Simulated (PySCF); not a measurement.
# C$_{4}$H$_{7}$FN$_{2}$Si (SMILES FCc1cncn1[SiH3]): what the fields show

```csv
atom,x (Å),y (Å),z (Å)
F,-0.9561,-2.0599,-0.5176
C,-1.3728,-1.1601,0.4501
C,-0.8266,0.1868,0.1735
C,-1.4158,1.4277,0.1439
N,-0.4829,2.3960,-0.1014
C,0.6483,1.7571,-0.2331
N,0.5219,0.4001,-0.0670
Si,1.7942,-0.8213,-0.3516
H,-2.4726,-1.1221,0.4603
H,-1.0266,-1.5545,1.4221
H,-2.4684,1.6655,0.2987
H,1.6123,2.2180,-0.4542
H,3.0686,-0.0633,-0.2165
H,1.6842,-1.4070,-1.7126
H,1.6894,-1.8676,0.6985
```

Geometry: PBE0-D3(BJ)/def2-SVP.

All numbers below come from PySCF, PBE0/pcSseg-1, SCF density, gas phase, non-relativistic.

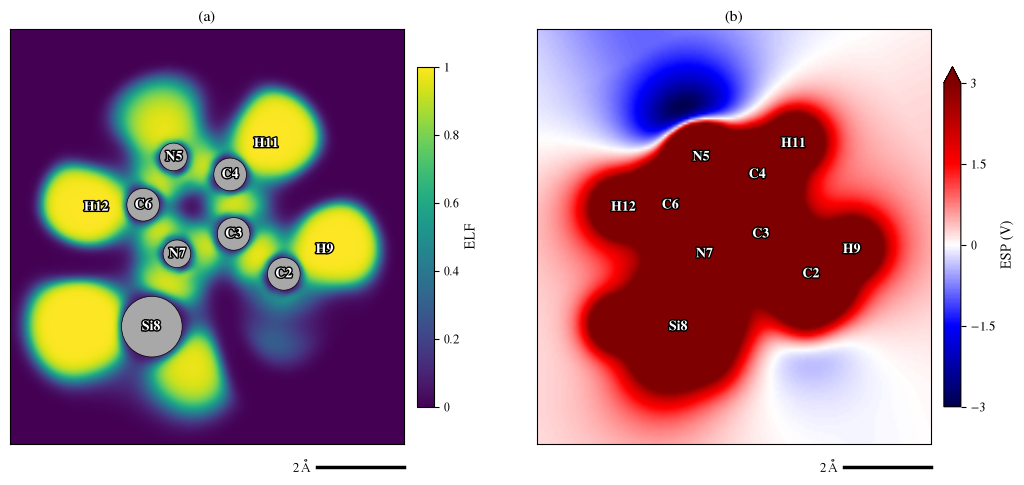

Figure 1. (a) ELF; (b) electrostatic potential on the plane of atoms C3, C4 and H11. Grey discs cover the atomic cores in the ELF map.

Interpret the plot.

Answer.
- Atoms in the plane: C, N, Si and H.
- C–N (1.31 Å): the ELF peaks at about 0.90 between the atoms (a covalent bond).
- C–C (1.37 Å): the ELF peaks at about 0.95 between the atoms (a covalent bond).
- Si–N (1.79 Å): the ELF peaks at about 0.95 between the atoms, as expected for a polar covalent bond.
- C–H (1.09 Å): the ELF climbs to about 1 towards the hydrogen, as it does in any bond to H; a covalent bond by its length.
- C–N (1.37 Å): the ELF peaks at about 0.90 between the atoms, as expected for localised, covalent bonding.
- The ELF also peaks beside N5, away from the bonds: lone-pair regions.
- Outside the dense part of the molecule the potential is most negative (−3.0 V) near N5.

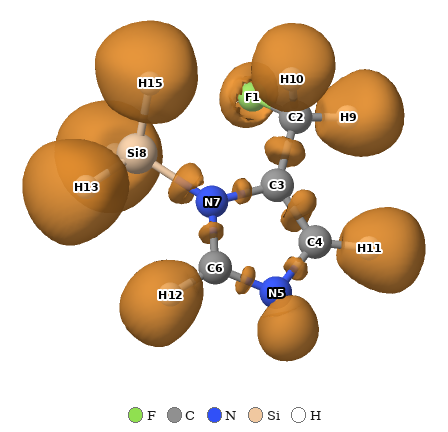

Figure 2. Isosurface of the electron localisation function at 0.85 (orange), seen at a tilt. Core shells and regions of very low density are left out.

What do the ELF domains correspond to?

Answer. The surface consists of two regions between bonded C–C atoms (shared pairs), four regions between bonded C–N atoms (shared pairs), one region between bonded N–Si atoms (shared pairs), seven regions around hydrogen nuclei, one lobe on N, pointing away from the bonds (lone pairs) and one region wrapped around F (its lone pairs, merged into a ring or cap).

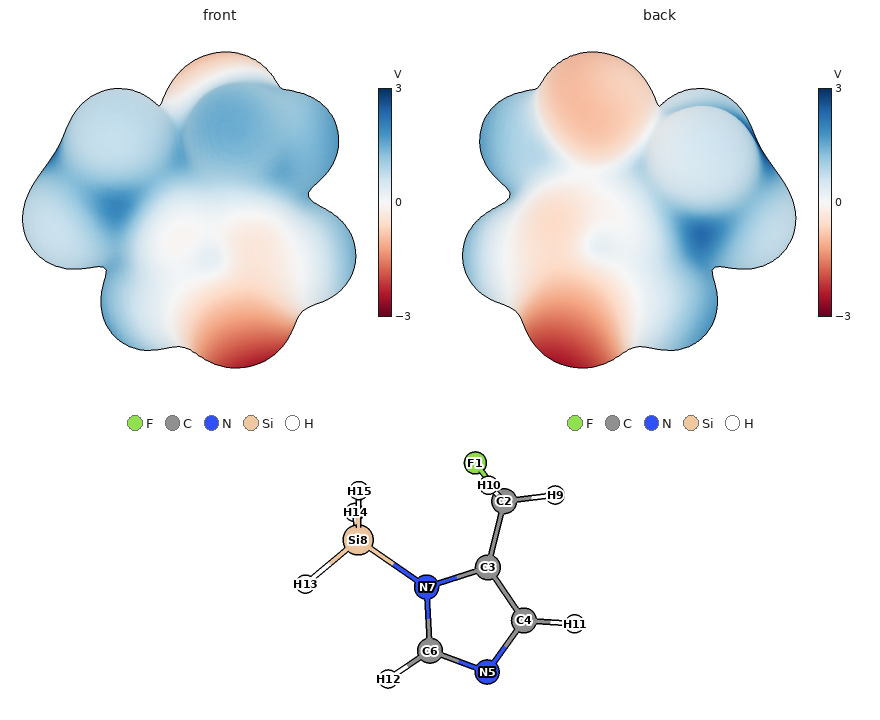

Figure 3. The molecular electrostatic potential painted on the density surface at 0.004 e/bohr³, seen from the front and from behind; red is negative and blue positive. The bare structure is drawn below in the same view.

Describe the electrostatic potential map.

Answer. The most negative region (about −2.4 V, or −55 kcal/mol for a unit charge) lies over N5, the most positive (about +2.5 V, or +58 kcal/mol for a unit charge) over Si8. N5 is the likeliest acceptor of a hydrogen bond.

How polar is the molecule by this calculation?

Answer. Its dipole moment is 2.51 D.
